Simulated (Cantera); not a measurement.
Charge: 1 mol Ca(OH)₂, a varied amount of CO₂, held at 723.15 K and 480 Pa.

Method: chemical equilibrium by Gibbs-energy minimisation in Cantera with the NASA 1993 tables (ideal gas, pure condensed phases). Candidate condensed phases: C, C₆H₆, C₇H₈, C₈H₁₈, Ca, CaCO₃, CaO, Ca(OH)₂, H₂O; 115 gas species. Rates play no part.

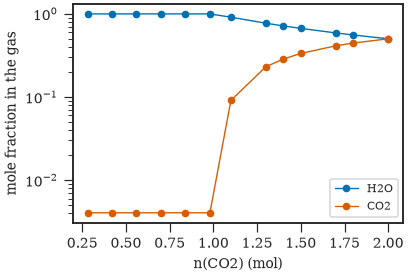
*Equilibrium gas composition (values under 1e-9 drawn at 1e-9)*

From 0.28 mol CO₂ to 0.98 mol CO₂ the condensed part is CaCO₃(calcite) + CaO(s). From 1.1 mol CO₂ to 2 mol CO₂ the condensed part is CaCO₃(calcite).
